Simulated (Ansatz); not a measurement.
**One shape, several levels: [O2]− (superoxide)**

Wanted: a comparison of 6 runs (U-r2SCAN/STO-3G, UB2PLYP/STO-3G, UBHLYP/STO-3G, UBLYP/STO-3G, USVWN5/STO-3G, UCCSDT/STO-3G) of [O2]− (superoxide). 

The calculation is run with Ansatz 0.2.0.

17 further runs of the same task are left out: 13 that didn't finish, 4 set aside as unsound or not needed.

## 1. Starting point

[O2]−: 2 atoms, total charge -1, spin state doublet. SMILES: `[O][O-]`. The O2–O1 distance was set to 2.012 Å, away from the relaxed value.

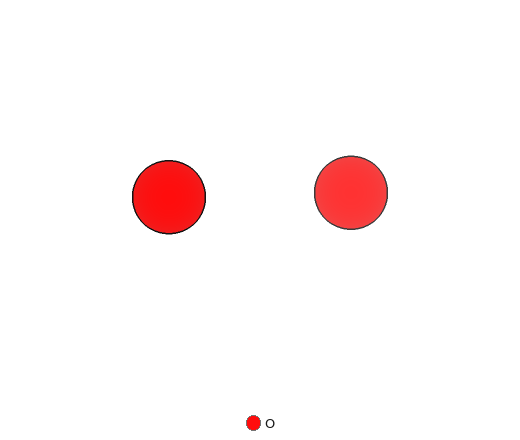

Viewed from a chosen angle; oxygen red.

## 2. The energy at U-r2SCAN/STO-3G (run 1)

job.yaml

```yaml
crystal:
  periodic: [false, false, false]
  atoms:
    - {symbol: O, position_ang: [0.000000, 0.000000, -0.670720]}
    - {symbol: O, position_ang: [0.000000, 0.000000, 1.341480]}
basis:
  gaussian:
    orbitals: STO-3G
total_charge: -1
magnetization:
  spin_polarized: true
  initial_magnetization: 1
hamiltonian:
  xc: r2scan
accuracy: high
```

On the command line:

```console
$ ansatz run job.yaml --threads 1 --pin off --max-ram 2610MiB --events-out events.jsonl --progress --plain --runs-dir runs
```

Standard output:

```text
Warning: RAYON_NUM_THREADS=1 ignored (pool sized by the plan → 1); use --threads N
Functional definition: r2SCAN
  name "r2SCAN"
  parameter k0 = 0.174
  parameter k1 = 0.065
  parameter a1 = 4.9479
  exchange = r2scan_x(k0 = k0, k1 = k1, a1 = a1)
  correlation = r2scan_c
149 factors; integrals over basis functions are off by at most 3.3e-8 eV
mean field evaluation 1: about -4023.2882 eV, gradient 1.7e0 eV
mean field evaluation 2: about -4023.3096 eV, gradient 6.0e-1 eV
mean field evaluation 4: about -4023.2762 eV, gradient 6.6e-2 eV
mean field evaluation 8: about -4023.2762 eV, gradient 7.7e-5 eV
mean field evaluation 16: about -4023.3756 eV, gradient 5.4e-1 eV
mean field evaluation 32: about -4023.5081 eV, gradient 1.5e-1 eV
mean field evaluation 64: about -4023.4973 eV, gradient 2.5e-1 eV
mean field evaluation 96: about -4023.5392 eV, gradient 6.6e-2 eV
mean field evaluation 128: about -4022.6090 eV, gradient 1.1e0 eV
mean field evaluation 160: about -4023.4511 eV, gradient 2.5e0 eV
mean field evaluation 192: about -4023.5072 eV, gradient 3.0e-1 eV
mean field -4023.54115948 eV, -147.8624103567 hartree, gradient 7.0e-8 eV, S^2 1.412258; 20 other end points of the search recorded, 0 dependent functions left out
reference -4023.54115962 eV, -147.8624103617 hartree; 9, 8 occupied and 1, 2 virtual orbitals, 149 factors
Total energy: -4023.54115962 eV, -147.8624103617 hartree
```

Run time: 12 s. Hardware: 1 thread of Arm Neoverse V1, shared host; peak memory 0.14 GiB.

## 3. The energy at UB2PLYP/STO-3G (run 2)

molecule.yaml

```yaml
crystal:
  periodic: [false, false, false]
  atoms:
    - symbol: O
      position_ang: [0.000000, 0.000000, -0.670720]
    - symbol: O
      position_ang: [0.000000, 0.000000, 1.341480]
basis:
  gaussian:
    orbitals: STO-3G
accuracy: high
magnetization:
  spin_polarized: true
  initial_magnetization: 1
hamiltonian:
  xc: {name: B2PLYP}
total_charge: -1
correlation:
  frozen_orbitals: {O: 1}
```

On the command line:

```console
$ ansatz run molecule.yaml --threads 1 --pin off --max-ram 2610MiB --events-out events.jsonl --progress --plain --runs-dir runs
```

Standard output (excerpt; [...] marks lines left out):

```text
Warning: RAYON_NUM_THREADS=1 ignored (pool sized by the plan → 1); use --threads N
Functional definition: B2PLYP
  name "B2PLYP"
[...]
149 factors; integrals over basis functions are off by at most 3.3e-8 eV
[...]
mean field -4019.04899354 eV, -147.6973263035 hartree, gradient 4.3e-8 eV, S^2 1.567420; 13 other end points of the search recorded, 0 dependent functions left out
2 core orbitals not correlated: weight in the atoms' cores, before any rotation towards them, 1.000 or more for the frozen orbitals, at most 0.000 for the correlated occupied ones
reference -4019.04900290 eV, -147.6973266475 hartree; 7, 6 occupied and 1, 2 virtual orbitals, 149 factors
second order -0.40670152 eV of doubles, -0.00000000 eV of singles
Total energy: -4019.15881231 eV, -147.7013620689 hartree
```

Wall time 4.8 s (1 thread of Arm Neoverse V1, shared host); peak memory 0.092 GiB.

Run 3 isn't shown in full; the table further down has it.

## 4. A single-point energy at UBLYP/STO-3G (run 4)

Changes to molecule.yaml since step 3:

```diff
@@ -10,3 +10,4 @@
     orbitals: STO-3G
-accuracy: high
+hamiltonian:
+  xc: {name: BLYP}
 magnetization:
@@ -14,6 +15,3 @@
   initial_magnetization: 1
-hamiltonian:
-  xc: {name: B2PLYP}
 total_charge: -1
-correlation:
-  frozen_orbitals: {O: 1}
+accuracy: high
```

On the command line:

```console
$ ansatz run molecule.yaml --threads 1 --pin off --max-ram 2610MiB --events-out events.jsonl --progress --plain --runs-dir runs
```

Standard output (excerpt; [...] marks lines left out):

```text
Warning: RAYON_NUM_THREADS=1 ignored (pool sized by the plan → 1); use --threads N
Functional definition: BLYP
  name "BLYP"
[...]
149 factors; integrals over basis functions are off by at most 3.3e-8 eV
[...]
mean field -4023.87434575 eV, -147.8746547261 hartree, gradient 1.9e-8 eV, S^2 1.045242; 17 other end points of the search recorded, 0 dependent functions left out
reference -4023.87436577 eV, -147.8746554622 hartree; 9, 8 occupied and 1, 2 virtual orbitals, 149 factors
Total energy: -4023.87436577 eV, -147.8746554622 hartree
```

Run time: 3 s. Hardware: 1 thread of Arm Neoverse V1, shared host.

Run 5 isn't shown in full; the table further down has it.

## 5. The energy at UCCSDT/STO-3G (run 6)

run.yaml

```yaml
crystal:
  periodic: [false, false, false]
  atoms:
    - {symbol: O, position_ang: [0.000000, 0.000000, -0.670720]}
    - {symbol: O, position_ang: [0.000000, 0.000000, 1.341480]}
basis:
  gaussian: {orbitals: STO-3G}
total_charge: -1
magnetization: {spin_polarized: true, initial_magnetization: 1}
correlation: {method: ccsdt, frozen_orbitals: {O: 1}}
accuracy: high
scf: {omitted_lower_state_checks: [cluster_reference, increment]}
```

On the command line:

```console
$ ansatz run run.yaml --threads 1 --pin off --max-ram 2610MiB --events-out events.jsonl --progress --plain --runs-dir runs
```

Standard output:

```text
Warning: RAYON_NUM_THREADS=1 ignored (pool sized by the plan → 1); use --threads N
[... 22 lines left out ...]
2 core orbitals not correlated: weight in the atoms' cores, before any rotation towards them, 1.000 or more for the frozen orbitals, at most 0.000 for the correlated occupied ones
[... 220 lines left out ...]
WARN: these amplitudes may be one of several solutions (largest doubles amplitude 0.99, level shift 8.15 eV)
Total energy: -4008.80270789 eV, -147.3207822508 hartree
Checks for a lower state left out: cluster_reference, increment
```

Wall time 0.89 s (1 thread of Arm Neoverse V1, shared host).

## 6. Overview of the runs

```
run            level  frozen core orbitals  energy (Eh)   ⟨S²⟩  wall time
  1  U-r2SCAN/STO-3G                     –  -147.862410  1.412       12 s
  2   UB2PLYP/STO-3G                     2  -147.701362  1.567      4.8 s
  3    UBHLYP/STO-3G                     –  -147.855070  1.548      2.8 s
  4     UBLYP/STO-3G                     –  -147.874655  1.045        3 s
  5    USVWN5/STO-3G                     –  -146.788935  0.978      1.7 s
  6    UCCSDT/STO-3G                     2  -147.320782  1.661     0.89 s
```

## 7. Outcome

| quantity | value |
| --- | --- |
| run 6: total energy | -147.32078 Eh |
| run 6: correlation energy (2 core orbitals frozen) | -37.9 mEh |
| run 6: ⟨S²⟩ of the reference determinant | 1.661 |
| run 6: T1 diagnostic | 0.299 |

Totals of different functionals can't be ranked against each other. In runs 1, 2, 3, 4, 5, 6 the basis is minimal, so the values are rough. Spin contamination of the reference: run 6 ⟨S²⟩ = 1.66, run 2 ⟨S²⟩ = 1.57, run 3 ⟨S²⟩ = 1.55, run 1 ⟨S²⟩ = 1.41, run 4 ⟨S²⟩ = 1.05, run 5 ⟨S²⟩ = 0.98. Where it is this large, the reference is a mixture of spin states, and values that rest on it are in doubt. All runs together took 25 s, the longest 12 s.
